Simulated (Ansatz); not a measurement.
**From PBE to G0W0: LiH (Fm-3m)**

Wanted: the gap of LiH (Fm-3m) with a many-body correction, and the time that it takes.

Program: Ansatz 0.2.0. Level of theory: PBE, then G0W0 on it, plane waves, PAW. Results are calculated unless marked as measured.

The database entry behind the starting cell differs from later determinations by our own check (the deuteride, about 0.2 % short), so it need not match the best structure at ambient conditions.

In doubt: masses and optical values from hybrid runs of this build are listed as unsure (in some of the runs), which bears on the screening that GW takes from such a start.

**1. The structure**

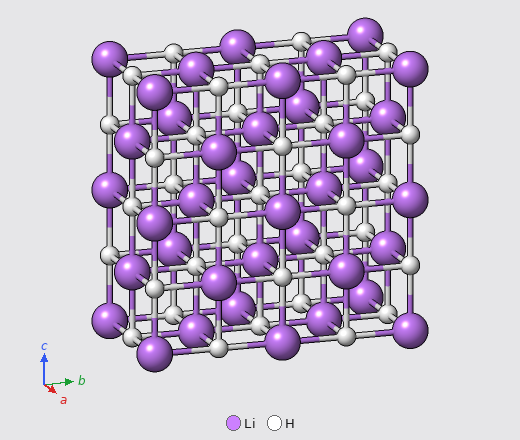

The cell as given, slightly off an axis (lithium purple, hydrogen white). 1×2×2 cells are drawn. This picture shows the conventional cell, with its axes. Some periodic images of atoms are drawn too.

The cell and positions come from the Crystallography Open Database and are kept as given unless a step says otherwise. The default PAW set here is soft_2. Its files were made with PBE.

**2. The PBE band structure**

Levels along a band path and on the mesh show where this functional puts the band edges.

This step: DFT, PBE, plane waves, PAW.

File input.yaml:

```yaml
crystal:
  lattice:
    - [0.0, 2.03675, 2.03675]
    - [2.03675, 0.0, 2.03675]
    - [2.03675, 2.03675, 0.0]
  atoms:
    - { symbol: Li, position: [0.0, 0.0, 0.0] }
    - { symbol: H, position: [0.5, 0.5, 0.5] }
kpoints:
  mp_grid: { grid: [10, 10, 10] }
  band_path:
    path:
      - [[0.0, 0.0, 0.0], [0.5, 0.0, 0.5], [0.625, 0.25, 0.625]]
      - [[0.375, 0.375, 0.75], [0.0, 0.0, 0.0], [0.5, 0.5, 0.5], [0.5, 0.25, 0.75], [0.5, 0.0, 0.5]]
    npoints: 10
hamiltonian:
  xc: pbe
scf:
  occupations: { method: fermi_dirac, width: 0.02 }
  n_extra_bands: 4
output:
  eigenvalues: true
  write_density: true
  write_potential: true
  elf: true
  volumetric_format: npy
```

Started as:

```
> ansatz run input.yaml --threads 3 --pin off --max-ram 92160MiB --backend cuda --events-out ev --progress --plain --runs-dir out --devices 1 --max-vram 13GiB  # rebuilt from the run's record
```

Numbers of over 12 decimals in the logs are rounded to 6 here.

What it wrote:

```text
scf.n_extra_bands = 4 over 2 filled bands (N_el = 4.0): the run solves 6 bands
GPUs: using 1 of 1 available (devices: 1).
Engine: ansatz 0.2.0, x86_64-unknown-linux-gnu
Pseudopotentials: kind: paw
Pseudopotential: Li, paw, valence charge 3, recommended cutoff 420 eV (normal), Li.paw.azcp
Pseudopotential: H, paw, valence charge 1, recommended cutoff 420 eV (normal), H.paw.azcp
Functional definition: PBE
  parameter kappa = 0.804
  parameter beta = 0.066725
  exchange = pbe_x(kappa = kappa, mu = beta*pi^2/3)
  correlation = pbe_c(beta = beta)
device memory: the entry about to start is reckoned to put 0.9 GiB on a device that reports 31.9 GiB free (of which the cap on the GPU budget leaves the run 13.0 GiB)
GPU FFT provider: cuFFT
GPU libraries: cuBLAS 13.8.2, cuFFT 12.4.0, cuSOLVER 12.3.4
Crystal: 2 atoms, lattice volume = 16.898 Å³
Basis set: ecut = 420 eV, 331 PW (Γ)
Bands: 6, of which v1, the nominal top of the filled ones, is band 2 counted from 1 (1 counted from 0)
Symmetry: 48 space group operations
Space group: Fm-3m (ITA 225), of the structure as read, at distance tolerance 2.6e-5 Å
k-points: 47 of 1000
Non-local potential: Li, projectors of the file, l = 0: 3, l = 1: 2, l = 2: 1
Non-local potential: H, projectors of the file, l = 0: 2, l = 1: 1
PAW form: soft (Blöchl's): semilocal exchange-correlation on the pseudo side does not see the compensation charge
PAW one-centre angular grid: Li, 110 points (default); XC on 64 Gauss nodes
PAW one-centre angular grid: H, 110 points (default); XC on 64 Gauss nodes
Initial density: superposition of atomic densities (neutral atoms: chi_scale 0, normalization atom), corrected by the library's trained network
Initial wavefunctions: pseudopotential atomic-orbital guess
GPU buffer pool allocated for 8000 grid points (all kernels)
GPU transforms: local potential and band sums: pruned to the plane-wave sphere, on 20×20×20
Functional: x = pbe(κ = 0.804, μ = 0.219515), c = pbe(β = 0.066725)
SCF iter   1: F=—  HF=-221.387340 eV  |F-HF|=—  |Δ(HF+E_count)|=         —  Δρ=9.20e-4  dr2=7.06e-5  ethr=1.77e-3  ⟨swp⟩=5.0  Hψ=2381  notcnv=0
preconditioner: auto → none  [insulator: Δε(μ)=3.006 eV  Ē_g=13.716 eV  σ=0.020 eV  W_gap=1.00  n_scr=0 (ndim 8)  ℏωp=12.8 eV  f_vac=0.000  D(μ)=0.00/eV (n_scr^D=0)  ε∞_Penn≈1.9]
SCF iter   2: F=—  HF=-221.387400 eV  |F-HF|=—  |Δ(HF+E_count)|=   5.96e-5  Δρ=3.88e-4  dr2=1.11e-5  ethr=1.76e-6  ⟨swp⟩=1.8  Hψ=695  notcnv=0
SCF iter   3: F=—  HF=-221.387417 eV  |F-HF|=—  |Δ(HF+E_count)|=   1.68e-5  Δρ=5.82e-5  dr2=3.79e-7  ethr=2.77e-7  ⟨swp⟩=2.0  Hψ=329  notcnv=0
iter 4 did not close the SCF: its close was put off for the readings that it lacked (scf_convergence_deferred on its scf_iter line)
SCF iter   4: F=-221.387418 eV  HF=-221.387418 eV  |F-HF|=4.27e-9  |Δ(HF+E_count)|=   8.19e-7  Δρ=7.46e-6  dr2=6.29e-9  ethr=9.46e-9  ⟨swp⟩=2.0  Hψ=329  notcnv=0
iter 5 did not close the SCF: its close was put off for the readings that it lacked (scf_convergence_deferred on its scf_iter line)
SCF iter   5: F=-221.387418 eV  HF=-221.387418 eV  |F-HF|=4.46e-11  |Δ(HF+E_count)|=   2.11e-9  Δρ=1.17e-6  dr2=1.03e-10  ethr=1.57e-10  ⟨swp⟩=2.0  Hψ=366  notcnv=0
SCF iter   6: F=-221.387418 eV  HF=-221.387418 eV  |F-HF|=6.54e-13  |Δ(HF+E_count)|=  9.04e-11  Δρ=1.15e-7  dr2=2.33e-12  ethr=2.56e-12  ⟨swp⟩=1.0  Hψ=799  notcnv=0
SCF 1 converged in 6 iterations: F = -221.387418 eV  dr2 = 2.33e-12
  greatest PAW one-centre occupation: 1.000 electrons in one spin orbital (limit 2), on the Li atom at site 0 (counted from 0), in its partial waves of l = 0
device memory: the entry about to start is reckoned to put 0.5 GiB on a device that reports 30.8 GiB free (of which the cap on the GPU budget leaves the run 13.0 GiB)
NSCF: frozen V_eff on 62 k-points, pencils in batches of 32, up to order 32
SCF converged after 6 iterations
Free energy (F): -221.387418 eV
Harris-Foulkes:  -221.387418 eV  (|F-HF|=6.54e-13)
Internal energy: -221.387418 eV  (E = F + TS)
E sigma→0 (E₀):  -221.387418 eV
Fermi energy:    1.995396 eV
--- Per-component energies (eV) ---
  E_band       = -91.087112
  E_kinetic    = 35.604327
  E_local      = -126.380224  (includes V_loc(G=0)·N_el)
  E_nonlocal   = -31.778872
  E_hartree    = 35.368355
  E_xc         = -20.073283
  E_vxc        = -25.907131  (∫ρ·V_xc dr)
  E_paw        = -21.533772  (= ΣΔE_a)
  E_vpaw       = -13.360894  (= ΣTr[D̂ρ^β])
  E_aug_tail   = -0.001031  (compensation charges beyond the density's cutoff)
  E_ewald      = -92.592916
  E_smearing   = -0.000000  (= −TS)
  E_closure    = -0.000000  (closes the sum)
  Σ components = -221.387418   (vs F -221.387418, Δ=0.00e0)
--- Band table (eV; the first three rows and the last of 47) ---
  k-point 0: bands = ["-43.8334", "-4.7739", "15.9629", "17.8814", "17.8814", "17.8814"]
  k-point 1: bands = ["-43.8298", "-4.5997", "14.6160", "16.8763", "17.5123", "17.5123"]
  k-point 2: bands = ["-43.8202", "-4.0899", "11.5251", "15.6231", "16.9129", "16.9129"]
  k-point 46: bands = ["-43.7830", "0.2989", "4.9236", "6.6799", "11.8033", "17.5356"]
```

The job ended after 5.9 s (1 × NVIDIA H100 80GB HBM3 (shared by 6 runs) with 3 threads of AMD EPYC 7R13 (Zen 3), shared host; peak memory 0.86 GiB).

The column dr2 measures how far the density is from self-consistency, as an energy; F and HF (Harris–Foulkes) agree once it is small.

This step gave:

```
filled bands         : 2
gap                  : 3.020 eV
valence top at       : X
conduction bottom at : X
least direct gap     : 3.020 eV
```

Over mesh and path the gap is 3.020 eV, direct, at k = (0.500, 0.000, 0.500).

The electronic bands at the labelled points (eV, zero at the top of the highest nominally filled band; v1 is the highest filled band, c1 the lowest empty one):

```csv
point,v2,v1,c1,c2,c3,c4
Γ,-44.32,-5.26,15.48,17.40,17.40,17.40
X,-44.27,0.00,3.02,10.58,10.58,13.69
U,-44.27,-0.47,4.13,7.41,11.68,15.67
jump to K,-44.27,-0.47,4.13,7.41,11.68,15.67
Γ,-44.32,-5.26,15.48,17.40,17.40,17.40
L,-44.28,-2.49,4.79,13.25,16.06,16.06
W,-44.27,-0.20,5.23,5.23,11.40,17.12
X,-44.27,0.00,3.02,10.58,10.58,13.69
```

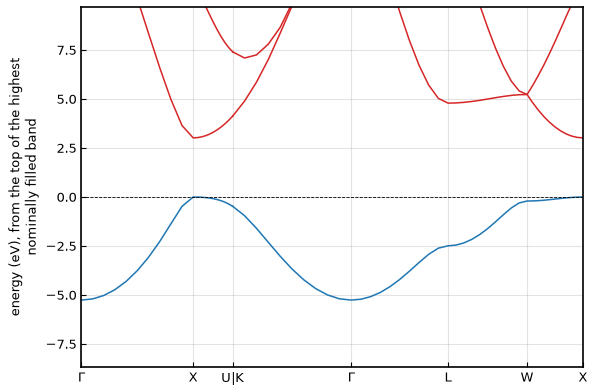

Electronic bands along the path; lines of filled and empty bands in two colours.

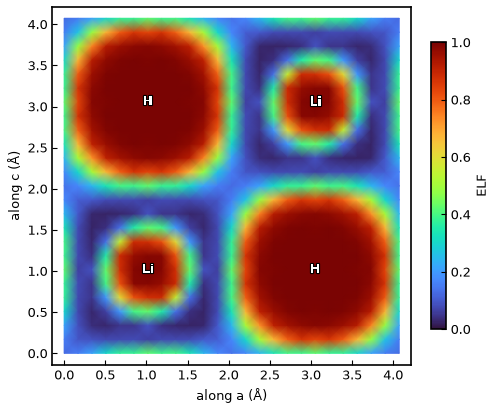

ELF in the ac plane of the conventional cell at fractional y = 0.000, with atoms of Li and H within 0.2 Å of it. It is the smooth field of the valence electrons, not physical close to the nuclei. The map starts off the cell's origin, so that atoms lie inside it.

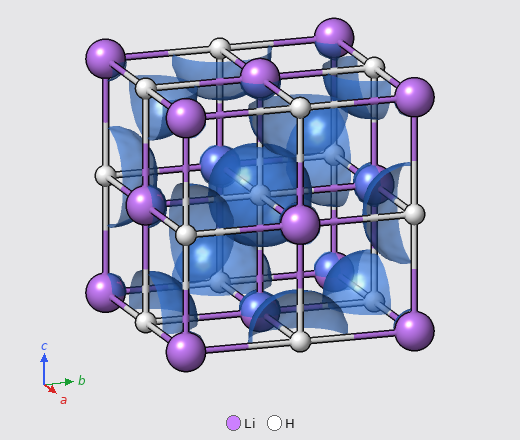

Surface of ELF = 0.85.

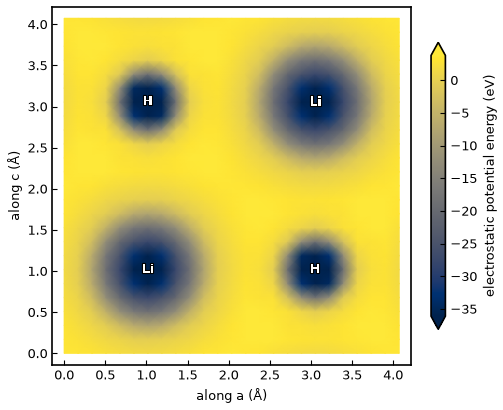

Electrostatic potential energy in the ac plane of the conventional cell at fractional y = 0.000, with atoms of Li and H within 0.2 Å of it. With pseudopotentials it is smooth inside the atoms' cores, unlike the true potential. The map starts off the cell's origin, so that atoms lie inside it.

**3. One-shot GW**

G0W0 replaces the xc potential by a self-energy built once from the orbitals of the start. Levels are corrected in the window of bands that the input names, at points of the mesh.

This step: G0W0 on PBE, plane waves, PAW.

input.yaml, the sections that differ from step 2:

```yaml
kpoints:
  mp_grid: { grid: [6, 6, 6] }
scf:
  occupations: { method: fixed }
gw:
  n_empty_bands: 108
  ecut_chi: 200.0
  qp_bands: [v2, c2]
  qp_kpoints: band_edges
  screening: { model: contour_deformation }
# crystal, hamiltonian: as in step 2
# output: removed
```

What it wrote:

```text
GPUs: using 1 of 1 available (devices: 1).
[...]
GPU FFT provider: cuFFT
GPU libraries: cuBLAS 13.8.2, cuFFT 12.4.0, cuSOLVER 12.3.4
Crystal: 2 atoms, lattice volume = 16.898 Å³
Basis set: ecut = 420 eV, 331 PW (Γ)
Bands: 6, of which v1, the nominal top of the filled ones, is band 2 counted from 1 (1 counted from 0)
[... 1 set-up line as in the run before ...]
[...]
k-points: 16 of 216
[...]
GPU buffer pool allocated for 8000 grid points (all kernels)
[...]
SCF iter   1: F=—  HF=-221.386512 eV  |F-HF|=—  |Δ(HF+E_count)|=         —  Δρ=8.47e-4  dr2=5.58e-5  ethr=1.77e-3  ⟨swp⟩=4.0  Hψ=746  notcnv=0  defer=22
[...]
SCF iter   6: F=-221.386559 eV  HF=-221.386559 eV  |F-HF|=2.84e-13  |Δ(HF+E_count)|=  4.02e-11  Δρ=9.18e-8  dr2=1.45e-12  ethr=1.00e-12  ⟨swp⟩=3.2  Hψ=481  notcnv=0
SCF 1 converged in 6 iterations: F = -221.386559 eV  dr2 = 1.45e-12
[...]
NSCF: frozen V_eff on 16 k-points, pencils in batches of 32, up to order 24
the band table was solved once the SCF had ended and its energy, with any forces and stress, was formed, with the checks that follow a solve (784 applications of the Hamiltonian). They found nothing against the state; the energy, forces and stress were not computed again (output.eigenvalues in the input reference)
[...]
NSCF: frozen V_eff on 16 k-points
G₀W₀ screening: q 1/16
[... further progress lines ...]
[...]
SCF converged after 6 iterations
Free energy (F): -221.386559 eV
[...]
Internal energy: -221.386559 eV  (E = F + TS)
E sigma→0 (E₀):  -221.386559 eV
Fermi energy:    0.486615 eV
[...]
--- Band table (eV; the first three rows and the last of 16) ---
[...]
--- G₀W₀: contour deformation, 6 samples at zero and on the imaginary axis and 6 off it, 216 q-points, 108 empty bands' worth ---
  eigenvalues of the whole cell's RPA ε∞ on this k-mesh (on a slab, of 1 + 4πα/V) = 4.1851, 4.1851, 4.1851; static W/v taken at q = 0 is 0.238944
  bands read: the sum over 110 bands ends inside a degenerate multiplet in 3 slots, whose members it reads at an even weight; the widest, k=0: bands 110 to 112 (counted from 1) at 1/3 each
  gw.qp_kpoints: band_edges: 4 of 16 stored k-points solved, in 1 pass; an edge of the gap read off the rows below is read off those points alone
    valence top: of the k-points left out ik 10 came nearest to being solved in a further pass, in band 2 (counted from 1, as in the quasiparticle table): it holds the edge there only if its correction is more favourable than any solved in that band by at least 1.018 eV; those differ by 0.039 eV
    conduction bottom: of the k-points left out ik 10 came nearest to being solved in a further pass, in band 3 (counted from 1, as in the quasiparticle table): it holds the edge there only if its correction is more favourable than any solved in that band by at least 1.654 eV; those differ by 0.069 eV
  `?` marks the rows in doubt; gw_qp.tsv's column doubts and the gw_qp event give each row's grounds
    ik  band        ε_KS         Σx   Σc(E_QP)       V_xc       Z   E_QP_lin       E_QP  E_QP is
     3     1    -43.7962   -44.6433     9.2452   -28.9166  0.7388   -51.1570   -50.2776  root ?
     3     2     -2.0030   -14.3557     2.8655   -10.0584  0.7271    -3.4961    -3.4348  root
     3     3      5.2774    -4.1800    -3.8291    -8.4763  0.7896     5.7482     5.7445  root
     3     4     13.7398    -3.6065    -5.9523    -9.9175  0.7267    14.0942    14.0984  root
    11     1    -43.7872   -44.6619     9.2383   -28.9339  0.7390   -51.1506   -50.2768  root ?
    11     2     -0.5315   -14.2012     2.2243   -10.5845  0.7480    -1.9679    -1.9240  root
    11     3      5.4773    -3.1246    -3.9787    -7.6399  0.7886     6.0190     6.0139  root
    11     4      7.5748    -4.0403    -4.2625    -8.7983  0.7676     8.0765     8.0703  root
    12     1    -43.7844   -44.6691     9.2389   -28.9389  0.7390   -51.1497   -50.2757  root ?
    12     2      0.4866   -14.6836     1.9412   -11.3458  0.7564    -0.9487    -0.9099  root
    12     3      3.5049    -3.6287    -3.5106    -7.6097  0.7985     3.9784     3.9752  root
    12     4     11.0677    -2.6164    -4.8950    -8.1689  0.7483    11.7325    11.7252  root
    15     1    -43.7842   -44.6683     9.2381   -28.9395  0.7390   -51.1488   -50.2749  root ?
    15     2      0.3317   -14.5565     1.9867   -11.1757  0.7551    -1.1019    -1.0624  root
    15     3      4.4917    -3.3645    -3.7506    -7.6245  0.7945     5.0053     5.0011  root
    15     4      7.4119    -2.7986    -4.3406    -7.6980  0.7727     7.9776     7.9706  root
```

It took 15 s on 1 × NVIDIA H100 80GB HBM3 (shared by 6 runs) with 3 threads; peak memory 1 GiB.

Numbers from this step:

```
bands summed                                    : 110
RPA ε∞ on this mesh (eigenvalues)               : 4.185, 4.185, 4.185
plane waves in the screening matrix             : 113
q-points in the mesh                            : 216
G0W0 gap over the corrected points              : 4.885 eV
k of the valence top                            : 0, -0.5, -0.5
k of the conduction bottom                      : 0, -0.5, -0.5
starting gap on the mesh                        : 3.018 eV
Z at the valence top                            : 0.7564
Z at the conduction bottom                      : 0.7985
least direct G0W0 gap over the corrected points : 4.885 eV
```

Over 4 of 16 irreducible mesh points the G0W0 gap is 4.885 eV, direct, at k = (0.000, -0.500, -0.500). The PBE gap of this run on the mesh is 3.018 eV. The two states that bound the G0W0 gap lie that far apart at the start, so the correction of the gap is 4.885 − 3.018 = +1.867 eV. The start of this run differs from the step before in mesh (10×10×10 and 6×6×6). The program marks 4 of the 16 corrected levels as in doubt (energies apart, Σc rises), neither edge state among them.

Labels follow the order of the start: v1 is the top filled band, c1 the lowest empty one; levels that stay degenerate share a row, the window can cut a multiplet, doubted levels are not marked in this list, bands outside the window were not corrected, and the list may be a part of the corrected levels. Levels before and after the correction, in eV, zero at the valence-band top of each column:

```csv
,conduction bottom,valence top
Kohn-Sham,3.02,0.00
G0W0,4.89,0.00
```

```csv
,level,occupation,energy (eV)
Kohn-Sham,(0 -0.5 -0.5) v2,2,-44.271
Kohn-Sham,(0 -0.5 -0.5) v1,2,0.000
Kohn-Sham,(0 -0.5 -0.5) c1,0,3.018
Kohn-Sham,(0 -0.5 -0.5) c2,0,10.581
G0W0,(0 -0.5 -0.5) v2,2,-49.366
G0W0,(0 -0.5 -0.5) v1,2,0.000
G0W0,(0 -0.5 -0.5) c1,0,4.885
G0W0,(0 -0.5 -0.5) c2,0,12.635
```

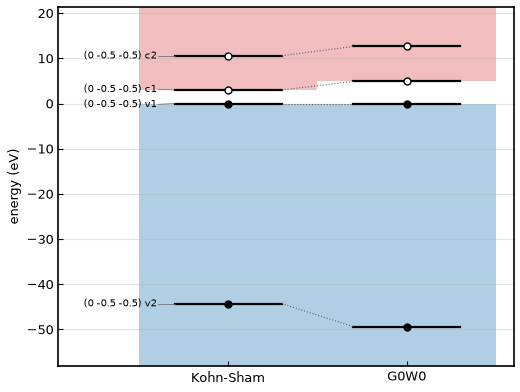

Levels before and after the correction. Shaded: valence and conduction bands. Filled marks are occupied levels, open marks empty ones.

The parts of the quasiparticle energy for the two states that bound the G0W0 gap, in eV on the run's own scale (QP = start + Σx + Σc − Vxc, with Σc at the quasiparticle energy):

```csv
edge,k,band,start,Σx,Σc,Vxc,Z,QP
valence top,"(0.000, -0.500, -0.500)",2,0.487,−14.684,1.941,−11.346,0.756,−0.910
conduction bottom,"(0.000, -0.500, -0.500)",3,3.505,−3.629,−3.511,−7.610,0.798,3.975
```

**4. Side by side**

Each gap is the least one over the points named; times are wall times on shared hosts, not benchmarks. A G0W0 time includes the run's own self-consistent start. Rows marked * are further runs, not shown as steps, whose inputs differ from the G0W0 step on the same start in the columns given; solver thresholds can differ too. Symmetry makes (0.500, 0.000, 0.500) and (0.000, -0.500, -0.500) one point.

```csv
level,mesh,"files, cutoff","bands summed, screening",points,gap (eV),valence top,conduction bottom,least direct gap (eV),time
PBE,10×10×10,"soft_2 PAW, 420 eV",-,mesh and path,3.020,"(0.500, 0.000, 0.500)","(0.500, 0.000, 0.500)",3.020,5.9 s
G0W0@PBE*,6×6×6,"soft_2 PAW, 420 eV","19, 60 eV",4 of 16 irreducible mesh points,4.624,"(0.000, -0.500, -0.500)","(0.000, -0.500, -0.500)",4.624,7.8 s
G0W0@PBE*,6×6×6,"soft_2 PAW, 420 eV","52, 120 eV",4 of 16 irreducible mesh points,4.801,"(0.000, -0.500, -0.500)","(0.000, -0.500, -0.500)",4.801,9.1 s
G0W0@PBE,6×6×6,"soft_2 PAW, 420 eV","110, 200 eV",4 of 16 irreducible mesh points,4.885,"(0.000, -0.500, -0.500)","(0.000, -0.500, -0.500)",4.885,15 s
G0W0@PBE*,4×4×4,"soft_2 PAW, 420 eV","52, 120 eV",4 of 8 irreducible mesh points,4.645,"(0.000, -0.500, -0.500)","(0.000, -0.500, -0.500)",4.645,5.4 s
G0W0@PBE*,6×6×6,"soft_2 PAW, 420 eV","52, 120 eV, plasmon pole",4 of 16 irreducible mesh points,4.820,"(0.000, -0.500, -0.500)","(0.000, -0.500, -0.500)",4.820,7 s
```

**5. What came out**

```yaml
pbe_gap_over_mesh_and_path: 3.020 eV, direct, at k = (0.500, 0.000, 0.500)
g0w0_pbe_gap_over_4_of_16_irreducible_mesh_points: 4.885 eV, direct, at k = (0.000, -0.500, -0.500)
gw_settings: 6×6×6 mesh, 108 empty bands, screening to 200 eV
known_limits: finite bands, screening cutoff and k mesh; no spin-orbit coupling in G0W0
```

Over 4 of 16 irreducible mesh points the G0W0 gap is 4.885 eV, direct, at k = (0.000, -0.500, -0.500). The PBE gap of this run on the mesh is 3.018 eV. The two states that bound the G0W0 gap lie that far apart at the start, so the correction of the gap is 4.885 − 3.018 = +1.867 eV. The valence state moves by −0.910 − 0.487 = −1.397 eV and the conduction state by 3.975 − 3.505 = +0.470 eV, on the run's own scale; with 19 bands the edge states move by −1.000 and +0.605 eV, so the split between the edges depends on the bands and cutoff. Both edges that PBE shows over mesh and path lie at k points where levels were corrected. Levels at other points were not corrected, so a lower G0W0 gap elsewhere in the zone is not ruled out. From 19 bands and 60 eV to 110 bands and 200 eV the gap moves by 4.885 − 4.624 = +0.261 eV (rung by rung 4.624, 4.801, 4.885 eV); bands and screening cutoff rise together, so their parts are not told apart. A line in one over the bands through the two highest rungs gives 4.885 + (4.885 − 4.801) × 52 / (110 − 52) = 4.960 eV, and through the pair below 4.801 + (4.801 − 4.624) × 19 / (52 − 19) = 4.903 eV. The two differ by 0.057 eV, not under the 0.030 eV asked, so the law does not hold well over these rungs and the limit is not known. With the 4×4×4 mesh in place of the 6×6×6 mesh and all else as in the G0W0@PBE row with 52 bands, the gap differs by 4.645 − 4.801 = −0.156 eV, and that of the start by 3.009 − 3.018 = −0.009 eV. With the plasmon pole model in place of the contour deformation model and all else as in the G0W0@PBE row with 52 bands, the gap differs by 4.820 − 4.801 = +0.019 eV. G0W0 on other starts in this series, not shown as steps and not all at these settings: 5.419 eV on HSE06 (6×6×6, soft_2 PAW, 52 bands, 120 eV) and 5.671 eV on PBE0 (6×6×6, soft_2 PAW, 52 bands, 120 eV). For the G0W0 step: the program marks 4 of the 16 corrected levels as in doubt (energies apart, Σc rises), neither edge state among them. The G0W0 runs are scalar-relativistic. G0W0@PBE runs of this series with other atomic data on the same mesh, not shown as steps, give 4.796 eV (hard PAW, 800 eV, 52 bands, screening to 120 eV; the table's row with the same empty bands and screening cutoff has 4.801 eV); where bands and cutoffs differ too, the part of the files is not isolated.

[Paths, hosts, dates, memory and timing lines, banners, echoed tables and standing remarks are left out of the program output.]

[Logs are printed without paths, hosts, clocks, repeated set-up lines and the standing remarks that a program may print on its own settings, such as how far it seeks lower states.]

[Runs of the session that timed out or met a known fault of the program may be left out.]

[Cells called generated may have been cut or substituted from an entry of the Crystallography Open Database or the Materials Project.]

[Hosts, paths, dates, database ids (printed as entryN), source tags and the programs' standing remarks are cut or masked in the printed files.]

[Where an RPA ε∞ is given, it is that of the G0W0 mesh and is not shown converged in it. Names of k-points follow the symmetry that the program found, which can be lower than the space group named. Band edges on a path are those of the sampled points; other points can move an edge, and change direct to indirect where valleys lie close.]

[Hybrid gaps are those of their k-mesh and are not shown converged in it.]
